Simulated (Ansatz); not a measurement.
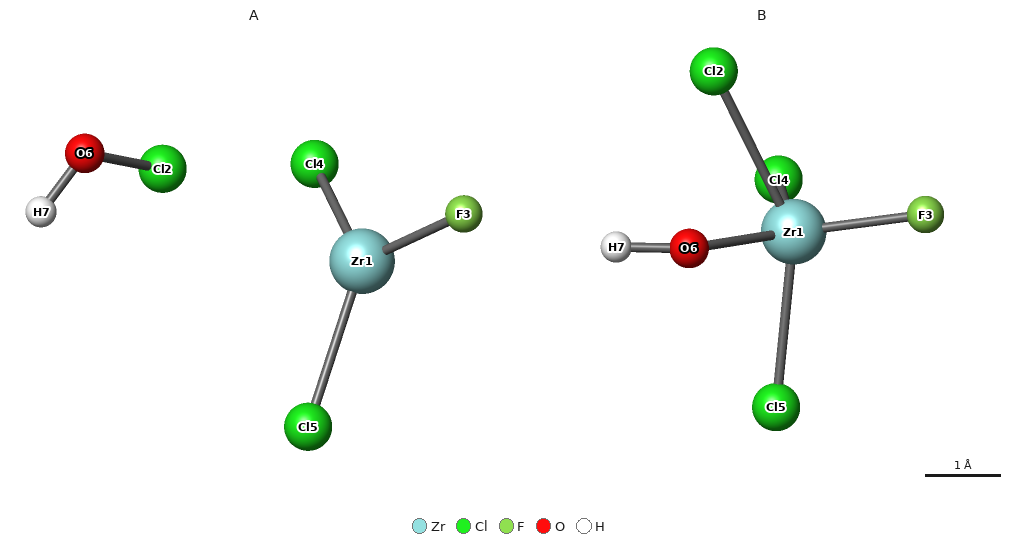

Two geometries of ZrHOCl$_{3}$F (multiplicity 2), drawn at one scale. One is the start of a relaxation, the other its converged end. Style: ball-and-stick. Shown from a free direction.

All numbers below come from UKS PBE/def2-SVP in Ansatz 0.2.0. (collinear spin; force threshold 0.03 eV/Å; at most 50 steps)

Which geometry has the lower energy?

Structure B is the relaxed one. The run prepares an end point of a later path (reaction) calculation, from a guessed geometry. O6 moves most after the best rigid fit: 2.10 Å. Largest moves by element: O 2.10 Å, Cl 1.49 Å, Zr 1.46 Å, H 1.44 Å, F 0.77 Å. Near-neighbour distances that change, for instance: Zr1–O6 5.327 → 2.074 Å, Zr1–H7 5.577 → 2.819 Å, Zr1–Cl2 3.712 → 2.562 Å, Cl2–O6 1.660 → 2.482 Å. New bonds form, among them: Zr1–Cl2 (3.71 → 2.56 Å), Zr1–O6 (5.33 → 2.07 Å). Bonds break, among them: Cl2–O6 (1.66 → 2.48 Å). Bond angles that change, for instance: Cl4–Zr1–Cl5 120.4° → 99.9°, F3–Zr1–Cl5 119.4° → 104.6°, F3–Zr1–Cl4 119.1° → 111.4°. Over 31 accepted moves (32 points after the start) the energy falls by 88.3 kcal/mol. The largest force component goes from 2.3 to 0.026 eV/Å. The line search rejected the trial step at point 9 of the run. Cost: 110 s on 4 threads of Intel(R) Xeon(R) Platinum 8259CL CPU @ 2.50GHz (Skylake/Cascade Lake), on a shared host, peak memory 0.33 GiB.

Limits of the set-up: the start holds two separate molecules, 3.7 Å apart at their closest, whose relative position is a soft coordinate and is computed without a dispersion correction.
